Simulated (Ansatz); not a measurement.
# SnH: one change and its effect

System: SnH (slab, 4 atoms in the cell).
Method of run A: DFT, r2SCAN, plane waves, PAW, no spin polarisation (Ansatz 0.2.0).

The geometry comes from this level: r2SCAN. Text and figures count atoms from 1; the logs count them from 0 in places.

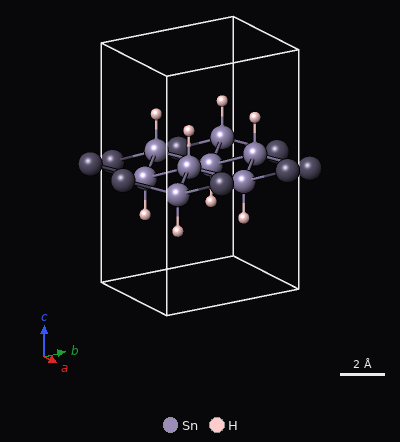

Fig. 1: The structure (ball-and-stick view of the 2 × 2 repeat of the cell, with the vacuum cut short, seen slightly off an axis; neighbours outside the cell are drawn fainter).

## The input, run A
```yaml
crystal:
  lattice:
    - [4.6586366863, 0.0, 0.0]
    - [-2.3293183432, 4.0344977173, 0.0]
    - [0.0, 0.0, 32.366933336]
  atoms:
    - { symbol: Sn, position: [0.3333333333, 0.6666666667, 0.3217239091] }
    - { symbol: Sn, position: [0.6666666667, 0.3333333333, 0.2961906703] }
    - { symbol: H, position: [0.3333333333, 0.6666666667, 0.3749236694] }
    - { symbol: H, position: [0.6666666667, 0.3333333333, 0.24299091] }
  periodic: [true, true, false]
kpoints:
  mp_grid: { grid: [6, 6, 1] }
  band_path:
    path: [[0.0, 0.0, 0.0], [0.5, 0.0, 0.0], [0.3333333333, 0.3333333333, 0.0]]
    npoints: 1
hamiltonian:
  xc: r2scan
scf:
  occupations: { method: fixed }
  n_extra_bands: 5
output:
  forces: true
  stress: true
  eigenvalues: true
```

Launched with:
```bash
ansatz run input.yaml --threads 2 --pin off --max-ram 2764MiB --backend cpu --events-out ev --progress --plain --runs-dir out
```

Hardware: 2 threads of Arm Neoverse V1, 24 GiB of memory available, shared host.

## Output, shortened to warnings, some set-up lines, iterations and results (run A)
```
Basis set: ecut = 500 eV, 15581 PW (Γ), exchange–correlation on 144×144×960 points (64 copies of the dense FFT grid, shifted against one another)
Symmetry: 12 space group operations
k-points: 7 of 36
Initial density: superposition of atomic densities (neutral atoms: chi_scale 0, normalization atom), corrected by the library's trained network
[...]
SCF iter   1: F=—  HF=-12108.302607 eV  |F-HF|=—  |Δ(HF+E_count)|=         —  Δρ=1.80e-3  dr2=1.41e-2  dr2_τ=1.12e-2  ethr=1.77e-3  ⟨swp⟩=6.7  Hψ=687  notcnv=0  defer=21
SCF iter   2: F=—  HF=-12108.286857 eV  |F-HF|=—  |Δ(HF+E_count)|=   1.58e-2  Δρ=7.38e-4  dr2=1.81e-3  dr2_τ=4.56e-5  ethr=4.69e-5  ⟨swp⟩=4.9  Hψ=397  notcnv=0  defer=21
SCF iter   3: F=—  HF=-12108.288526 eV  |F-HF|=—  |Δ(HF+E_count)|=   1.67e-3  Δρ=2.00e-4  dr2=1.47e-4  dr2_τ=1.05e-5  ethr=6.04e-6  ⟨swp⟩=4.3  Hψ=235  notcnv=0  defer=20
SCF iter   4: F=—  HF=-12108.288788 eV  |F-HF|=—  |Δ(HF+E_count)|=   2.62e-4  Δρ=2.42e-5  dr2=3.80e-6  dr2_τ=1.80e-7  ethr=4.89e-7  ⟨swp⟩=4.0  Hψ=292  notcnv=0  defer=20
SCF iter   5: F=—  HF=-12108.288806 eV  |F-HF|=—  |Δ(HF+E_count)|=   1.83e-5  Δρ=5.74e-6  dr2=3.33e-7  dr2_τ=6.81e-9  ethr=1.27e-8  ⟨swp⟩=3.6  Hψ=307  notcnv=0  defer=19
SCF iter   6: F=-12108.288810 eV  HF=-12108.288810 eV  |F-HF|=2.74e-7  |Δ(HF+E_count)|=   4.08e-6  Δρ=2.64e-6  dr2=5.23e-8  dr2_τ=1.53e-9  ethr=3.33e-10  ⟨swp⟩=39.0  Hψ=1420  …
SCF 1 converged in 6 iterations: F = -12108.288810 eV  dr2 = 5.23e-8
NSCF: frozen V_eff on 3 k-points
SCF converged after 6 iterations
Free energy (F): -12108.288810 eV
Harris-Foulkes:  -12108.288810 eV  (|F-HF|=2.74e-7)
Internal energy: -12108.288810 eV  (E = F + TS)
E sigma→0 (E₀):  -12108.288810 eV
Fermi energy:    -5.090293 eV
--- Per-component energies (eV) ---
  E_band       = -626.684705
  E_kinetic    = 399.459704
  E_local      = -33220.512073  (includes V_loc(G=0)·N_el)
  E_nonlocal   = -61.377837
  E_hartree    = 16605.246936
  E_xc         = -764.138677
  E_vxc        = -230.703683  (∫ρ·V_xc dr)
  E_paw        = -8325.608650  (= ΣΔE_a)
  E_vpaw       = -738.860811  (= ΣTr[D̂ρ^β])
  E_aug_tail   = -0.000825  (compensation charges beyond the density's cutoff)
  E_vtau       = 14.815833  (kinetic-family band-sum trace: ∫τ·v_τ [+ j·A + Jᵃ·Aᵃ] dr)
  E_ewald      = 13257.171971
  E_core_change = 1.470640  (= ΣΔE_core)
  E_smearing   = -0.000000  (= −TS)
  E_closure    = 0.000000  (closes the sum)
  Σ components = -12108.288810   (vs F -12108.288810, Δ=0.00e0)
--- Forces (eV/Å), atoms counted from 1 ---
  atom   1  Sn     0.00000000     0.00000000    -0.00158842
  atom   2  Sn    -0.00000000    -0.00000000     0.00158842
  atom   3  H      0.00000000    -0.00000000    -0.00316196
  atom   4  H     -0.00000000     0.00000000     0.00316196
  max |Σ_I F_I| component: 1.85e-17 eV/Å
--- 2D stress c σ (N/m, compression-positive) ---
       -0.013909       0.000000       0.000000
       -0.000000      -0.013909       0.000000
        0.000000       0.000000       0.000000
  P = ½ c Tr σ = -0.0139 N/m
  ° read free of the cell's end (the report's vacuum.weakly_bound_levels)
```

Run B used a changed input.

## The two runs side by side

| quantity | run A | run B |
| --- | --- | --- |
| outcome | converged | converged |
| free energy per atom (eV) | −3027.0722 | −3019.8293 |
| gap on the mesh (eV) | 0.82 | 0.57 |
| largest force (eV/Å) | 0.003 | 0.171 |
| SCF iterations | 6 | 6 |
| irreducible k-points | 7 | 7 |
| plane waves at Γ | 15581 | 11923 |
| wall time (shared host) | 19 s | 5.3 s |

What was changed in the input?

The change (lines with − go, lines with + come):
```diff
-  xc: r2scan
+  xc: pbe
```

The total energies belong to different methods, so their difference says nothing on which is more stable or more accurate. The gap on the mesh goes from 0.82 to 0.57 eV. The largest force goes from 0.003 to 0.171 eV/Å. The functional changes from r2SCAN to PBE. The number of SCF iterations is the same. The default cutoff goes from 500 to 420 eV with the change. The plane waves at Γ go from 15581 to 11923. On the same kind of shared host run B took about 0.28 times as long.

## Output, shortened to warnings, some set-up lines, iterations and results (run B)
```
Basis set: ecut = 420 eV, 11923 PW (Γ), exchange–correlation on 64×64×450 points (8 copies of the dense FFT grid, shifted against one another)
Symmetry: 12 space group operations
k-points: 7 of 36
Initial density: superposition of atomic densities (neutral atoms: chi_scale 0, normalization atom), corrected by the library's trained network
[...]
SCF iter   1: F=—  HF=-12079.319038 eV  |F-HF|=—  |Δ(HF+E_count)|=         —  Δρ=7.16e-4  dr2=5.23e-3  ethr=1.77e-3  ⟨swp⟩=6.6  Hψ=687  notcnv=0  defer=19
SCF iter   2: F=—  HF=-12079.316979 eV  |F-HF|=—  |Δ(HF+E_count)|=   2.06e-3  Δρ=2.28e-4  dr2=4.57e-4  ethr=1.74e-5  ⟨swp⟩=4.1  Hψ=388  notcnv=0  defer=20
SCF iter   3: F=—  HF=-12079.317272 eV  |F-HF|=—  |Δ(HF+E_count)|=   2.93e-4  Δρ=7.36e-5  dr2=4.19e-5  ethr=1.52e-6  ⟨swp⟩=3.0  Hψ=244  notcnv=0  defer=20
SCF iter   4: F=—  HF=-12079.317333 eV  |F-HF|=—  |Δ(HF+E_count)|=   6.15e-5  Δρ=1.40e-5  dr2=1.06e-6  ethr=1.40e-7  ⟨swp⟩=2.6  Hψ=209  notcnv=0  defer=20
SCF iter   5: F=-12079.317336 eV  HF=-12079.317336 eV  |F-HF|=2.70e-9  |Δ(HF+E_count)|=   2.48e-6  Δρ=2.32e-6  dr2=3.64e-8  ethr=3.55e-9  ⟨swp⟩=3.0  Hψ=260  notcnv=0  defer=20
SCF iter   6: F=-12079.317336 eV  HF=-12079.317336 eV  |F-HF|=1.55e-8  |Δ(HF+E_count)|=   6.51e-9  Δρ=6.69e-7  dr2=1.98e-9  ethr=1.21e-10  ⟨swp⟩=37.0  Hψ=1394  notcnv=0
SCF 1 converged in 6 iterations: F = -12079.317336 eV  dr2 = 1.98e-9
NSCF: frozen V_eff on 3 k-points
SCF converged after 6 iterations
Free energy (F): -12079.317336 eV
Harris-Foulkes:  -12079.317336 eV  (|F-HF|=1.55e-8)
Internal energy: -12079.317336 eV  (E = F + TS)
E sigma→0 (E₀):  -12079.317336 eV
Fermi energy:    -4.930487 eV
--- Per-component energies (eV) ---
  E_band       = -606.827859
  E_kinetic    = 400.180532
  E_local      = -33219.957417  (includes V_loc(G=0)·N_el)
  E_nonlocal   = -60.431506
  E_hartree    = 16603.063506
  E_xc         = -780.075601
  E_vxc        = -211.775554  (∫ρ·V_xc dr)
  E_paw        = -8279.266544  (= ΣΔE_a)
  E_vpaw       = -720.970608  (= ΣTr[D̂ρ^β])
  E_aug_tail   = -0.002275  (compensation charges beyond the density's cutoff)
  E_ewald      = 13257.171971
  E_smearing   = -0.000000  (= −TS)
  E_closure    = -0.000000  (closes the sum)
  Σ components = -12079.317336   (vs F -12079.317336, Δ=0.00e0)
--- Forces (eV/Å), atoms counted from 1 ---
  atom   1  Sn     0.00000000     0.00000000    -0.06010282
  atom   2  Sn    -0.00000000    -0.00000000     0.06010282
  atom   3  H     -0.00000000     0.00000000     0.17077245
  atom   4  H      0.00000000    -0.00000000    -0.17077245
  max |Σ_I F_I| component: 1.85e-17 eV/Å
--- 2D stress c σ (N/m, compression-positive) ---
        0.560952      -0.000000       0.000000
        0.000000       0.560952       0.000000
        0.000000       0.000000       0.000000
  P = ½ c Tr σ = 0.5610 N/m
  ° read free of the cell's end (the report's vacuum.weakly_bound_levels)
```
